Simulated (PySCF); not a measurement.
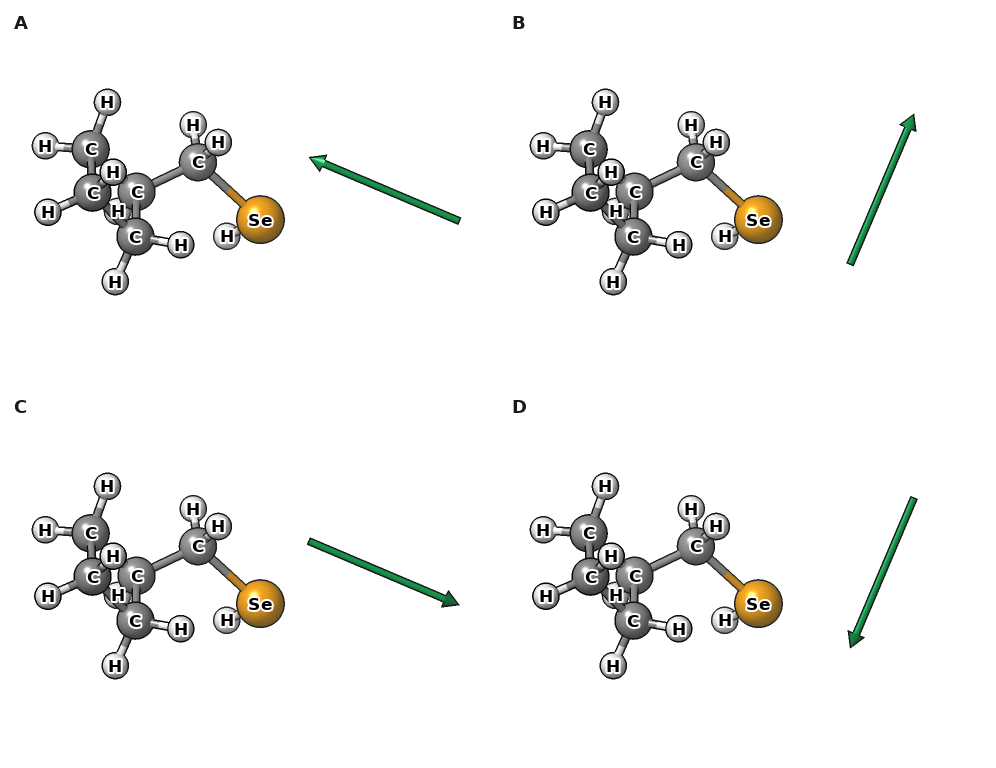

The same molecule four times, each with an arrow. The geometry was computed by an optimisation with PBE0-D3(BJ)/def2-SVP. No frequency run is at hand to confirm it as a minimum. Properties computed with OPBE/pcSseg-1, gas phase (PySCF 2.14.0).

**Which arrow points along the dipole moment, from the negative to the positive end?**

A. The dipole moment is 1.57 D.
